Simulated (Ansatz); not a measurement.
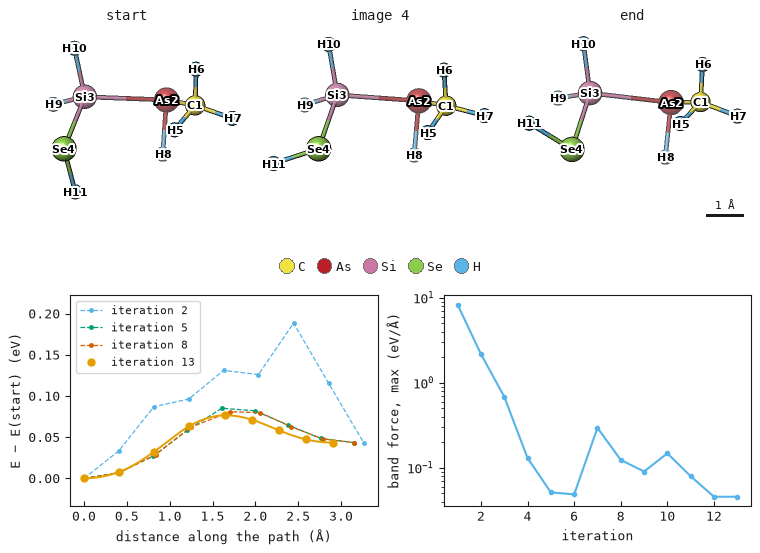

A search for the minimum-energy path of CH₇AsSeSi by the nudged elastic band. Images are numbered from 0 (start) to 8 (end). The plot follows the band through its iterations. Style: ball-and-stick. Shown at a tilt.

Method: RKS PBE0-D4/def2-SVP in Ansatz. Run with 7 movable images; climbing image; force threshold 0.05 eV/Å; iteration limit 43; starting path through a guess of the saddle point.

Did the band converge, and can the barrier be trusted?

The result is final at these settings. The band converged in 13 iterations. The largest component of the band force went from 8.3 to 0.046 eV/Å. The climbing image converged on the top of the path. Its vibrational analysis gives one imaginary mode (139i cm⁻¹), as a transition state must have. The first iteration put the highest image at 1.097 eV. The energy climbs by 0.077 eV to image 4 and then falls by 0.033 eV, so the end point sits at +0.043 eV.
